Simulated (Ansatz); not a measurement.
**CH₁₂BGaGeSi₂: density, localisation and related maps**

```yaml
atoms:
  - { symbol: Si, position_ang: [0.5300, 1.5929, -1.3212] }
  - { symbol: Si, position_ang: [1.8522, 0.6806, 0.3910] }
  - { symbol: B, position_ang: [1.0381, -1.1397, 0.7708] }
  - { symbol: C, position_ang: [-0.4542, -1.3188, 0.8050] }
  - { symbol: Ga, position_ang: [-0.5312, -1.2858, -1.2510] }
  - { symbol: Ge, position_ang: [-1.6600, 0.0589, 1.4705] }
  - { symbol: H, position_ang: [-0.1354, 2.8930, -1.0480] }
  - { symbol: H, position_ang: [-0.6850, 0.6659, -1.5061] }
  - { symbol: H, position_ang: [1.1484, 1.6244, -2.6707] }
  - { symbol: H, position_ang: [3.2537, 0.6492, -0.1102] }
  - { symbol: H, position_ang: [1.8006, 1.6363, 1.5347] }
  - { symbol: H, position_ang: [1.7726, -2.0884, 0.8209] }
  - { symbol: H, position_ang: [-0.8275, -2.3163, 1.0584] }
  - { symbol: H, position_ang: [0.7838, -1.4386, -2.0969] }
  - { symbol: H, position_ang: [-1.9585, -1.5661, -1.8214] }
  - { symbol: H, position_ang: [-1.8154, -0.0722, 2.9957] }
  - { symbol: H, position_ang: [-1.0583, 1.4458, 1.1589] }
  - { symbol: H, position_ang: [-3.0538, -0.0211, 0.8195] }
```

Geometry: PBE0-D4/def2-TZVP.

Computed with RKS PBE0-D4/def2-TZVPP (Ansatz).

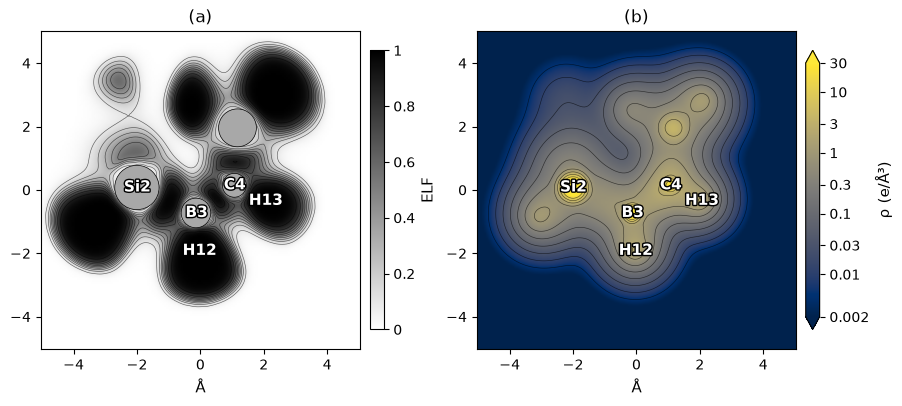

Figure 1. (a) electron localisation function; (b) total electron density on the plane of atoms Si2, B3 and H12. Grey discs cover the atomic cores in the ELF map.

What do the fields say about this system?

Answer. Atoms in the plane: Si, B, C and H.
C–B (1.50 Å): ρ is about 1.5 e/Å³ halfway; the ELF peaks at about 0.95 between the atoms (a covalent bond).
Si–B (2.03 Å): the density is about 0.77 e/Å³ at the midpoint; the ELF peaks at about 1 between the atoms; localised, covalent bonding.
C–H (1.09 Å): ρ is about 1.9 e/Å³ halfway; the ELF climbs to about 1 towards the hydrogen, as it does in any bond to H (a covalent bond by its length).

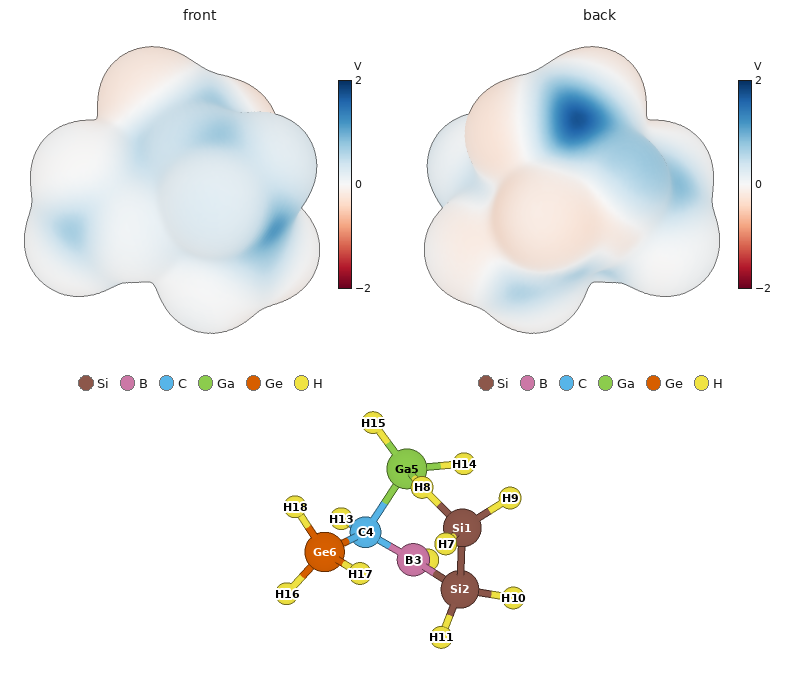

Figure 2. The electrostatic potential painted on the density surface at 0.001 e/bohr³, seen from the front and from behind; the colour scale runs from red (negative) to blue (positive). The bare structure is drawn below in the same view.

Which sites attract a positive test charge, and which a negative one?

Answer. A positive charge is drawn to the negative regions and a negative charge to the positive ones. The most negative region (about −0.3 V) lies over H12 and H14, the most positive (about +1.5 V) over Ga5.

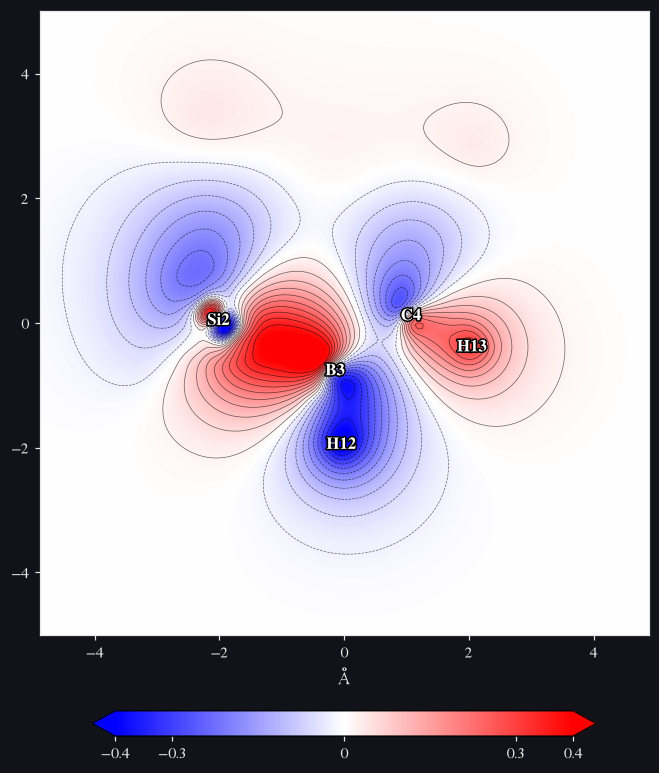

Figure 3. The HOMO on the plane of atoms B3, C4 and H13 (values in Å⁻³ᐟ²; the overall sign is arbitrary).

Describe this orbital and give its energy.

Answer. By Hirshfeld shares it lies mainly on Si2 (about 30 %), B3 (about 25 %), Si1 (about 15 %), H12 (about 10 %) and C4 (about 10 %). Its energy is −7.60 eV.

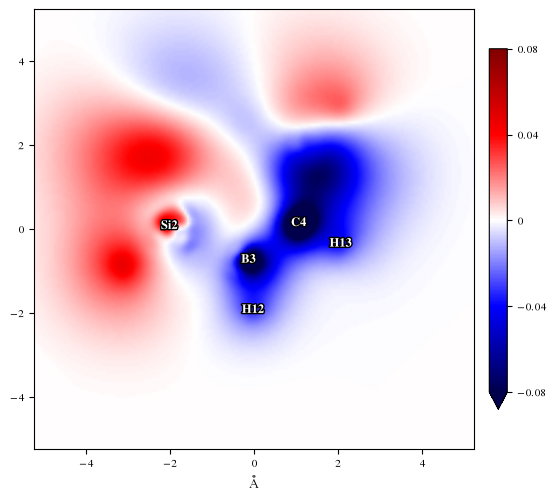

Figure 4. The LUMO on the plane of atoms Si2, B3 and H12 (values in Å⁻³ᐟ²; the overall sign is arbitrary).

Where does this orbital lie, and at what energy?

Answer. It lies mainly on B3 (about 35 %), Si2 (about 15 %), Ga5 (about 10 %), Si1 (about 10 %) and C4 (about 5 %). Its energy is −1.52 eV.
